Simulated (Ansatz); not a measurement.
**CH2AlN (SMILES N#[C][AlH2]): wB97X/aug-cc-pVDZ**

Aim: the energy change on altering one bond length of CH2AlN at wB97X/aug-cc-pVDZ, from 2 runs. 

Program for the calculation: Ansatz 0.2.0.

69 further runs of the same task are left out: 69 set aside as unsound or not needed.

**1. Starting point**

CH2AlN has 5 atoms, charge 0, and is taken as a singlet. As SMILES, `N#[C][AlH2]`. Geometry: relaxed at PBE0-D4/def2-TZVP.

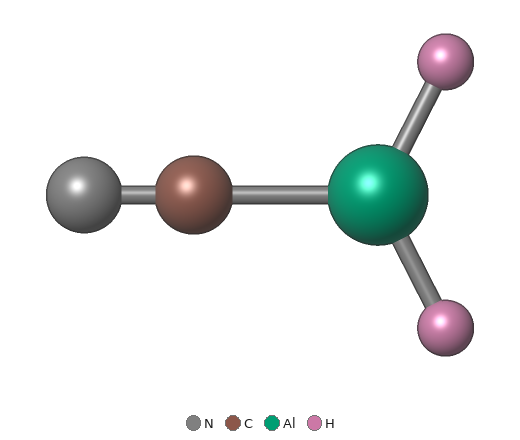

The structure, seen from a chosen angle (nitrogen grey, carbon brown, aluminium teal, hydrogen pink).

**2. A single-point energy at wB97X/aug-cc-pVDZ**

File input.yaml:

```yaml
crystal:
  periodic: [false, false, false]
  atoms:
    - symbol: "N"
      position_ang: [1.382300, -1.346000, 1.394200]
    - symbol: C
      position_ang: [0.714200, -0.698000, 0.711800]
    - symbol: Al
      position_ang: [-0.407200, 0.390000, -0.434600]
    - symbol: H
      position_ang: [-1.629700, -0.322900, -1.120200]
    - symbol: H
      position_ang: [-0.009700, 1.903200, -0.592600]
basis:
  gaussian: {orbitals: aug-cc-pVDZ}
hamiltonian: {xc: {name: wB97X}}
accuracy: high
output: {orbitals: {seedname: orbitals}}
```

Launch:

```console
ansatz run input.yaml --threads 1 --pin off --max-ram 3480MiB --events-out events.jsonl --progress --plain --runs-dir runs
```

Output:

```text
Warning: RAYON_NUM_THREADS=1 ignored (pool sized by the plan → 1); use --threads N
Functional definition: wB97X
  name "wB97X"
  parameter omega = 0.3/bohr
  parameter cx = 0.157706
  parameter cx1 = 0.726479
  parameter cx2 = 1.04760
  parameter cx3 = -5.70635
  parameter cx4 = 13.2794
  parameter css1 = -4.33879
  parameter css2 = 18.2308
  parameter css3 = -31.7430
  parameter css4 = 17.2901
  parameter cos1 = 2.37031
  parameter cos2 = -11.3995
  parameter cos3 = 6.58405
  parameter cos4 = -3.78132
  exchange = spin_sum(e_x_unif_sr(omega)*poly(b97_u_x, 1 - cx, cx1, cx2, cx3, cx4)) + cx*exact_x_sr(omega)
      + exact_x_lr(omega)
  correlation = spin_sum(e_c_pw_same_spin*poly(b97_u_same, 1, css1, css2, css3, css4))
      + integral(e_c_pw_opposite_spin*poly(b97_u_opposite, 1, cos1, cos2, cos3, cos4))
1733 factors; integrals over basis functions are off by at most 3.3e-9 eV
488 factors; integrals over basis functions are off by at most 1.4e-9 eV
mean field evaluation 1: about -9151.8673 eV, gradient 3.6e1 eV
mean field evaluation 2: about -9151.5927 eV, gradient 4.0e1 eV
mean field evaluation 4: about -9154.9878 eV, gradient 1.5e0 eV
mean field evaluation 8: about -9154.9905 eV, gradient 4.6e-3 eV
mean field evaluation 16: about -9154.9905 eV, gradient 3.6e-7 eV
mean field -9154.99048741 eV, -336.4396949368 hartree, gradient 6.3e-8 eV, S^2 0.000000; 0 other end points of the search recorded, 0 dependent functions left out
reference -9154.99047633 eV, -336.4396945298 hartree; 14, 14 occupied and 77, 77 virtual orbitals, 1733 factors
Total energy: -9154.99047633 eV, -336.4396945298 hartree
```

Run time: 15 s. Hardware: 1 thread of Arm Neoverse V2, shared host; peak memory 0.43 GiB.

**3. The distorted shape at the same level**

File run.yaml:

```yaml
crystal:
  periodic: [false, false, false]
  atoms:
    - symbol: "N"
      position_ang: [2.727972, -2.651593, 2.769872]
    - symbol: C
      position_ang: [2.059872, -2.003593, 2.087472]
    - symbol: Al
      position_ang: [-0.407200, 0.390000, -0.434600]
    - symbol: H
      position_ang: [-1.629700, -0.322900, -1.120200]
    - symbol: H
      position_ang: [-0.009700, 1.903200, -0.592600]
basis:
  gaussian: {orbitals: aug-cc-pVDZ}
hamiltonian: {xc: {name: wB97X}}
accuracy: high
output: {orbitals: {seedname: orbitals}}
```

Launch:

```console
ansatz run run.yaml --threads 1 --pin off --max-ram 3480MiB --events-out events.jsonl --progress --plain --runs-dir runs
```

Output (excerpt; [...] marks lines left out):

```text
Warning: RAYON_NUM_THREADS=1 ignored (pool sized by the plan → 1); use --threads N
Functional definition: wB97X
  name "wB97X"
[...]
      + exact_x_lr(omega)
[...]
      + integral(e_c_pw_opposite_spin*poly(b97_u_opposite, 1, cos1, cos2, cos3, cos4))
1722 factors; integrals over basis functions are off by at most 3.5e-9 eV
540 factors; integrals over basis functions are off by at most 2.3e-9 eV
[...]
mean field -9150.00937770 eV, -336.2566425313 hartree, gradient 4.0e-8 eV, S^2 0.000000; 0 other end points of the search recorded, 0 dependent functions left out
reference -9150.00936868 eV, -336.2566421999 hartree; 14, 14 occupied and 77, 77 virtual orbitals, 1722 factors
Total energy: -9150.00936868 eV, -336.2566421999 hartree
```

It took 15 s on 1 thread of Arm Neoverse V2, shared host; peak memory 0.44 GiB.

**4. Outcome**

At wB97X/aug-cc-pVDZ:

```
                                                          quantity          value
                                         first shape: total energy  -336.43969 Eh
                                          first shape: HOMO energy      -11.68 eV
                                          first shape: LUMO energy       -0.68 eV
                                        first shape: HOMO–LUMO gap       11.00 eV
                                     distorted shape: total energy  -336.25664 Eh
                                      distorted shape: HOMO energy       -8.77 eV
                                      distorted shape: LUMO energy       -3.47 eV
                                    distorted shape: HOMO–LUMO gap        5.30 eV
energy change with the C2–Al3 bond stretched from 1.938 to 4.263 Å       4.981 eV
```

What this shows: With the C2–Al3 bond stretched from 1.938 to 4.263 Å the energy rises by 4.98 eV (481 kJ/mol). The first shape isn't relaxed at this level, so the change isn't measured from a minimum.
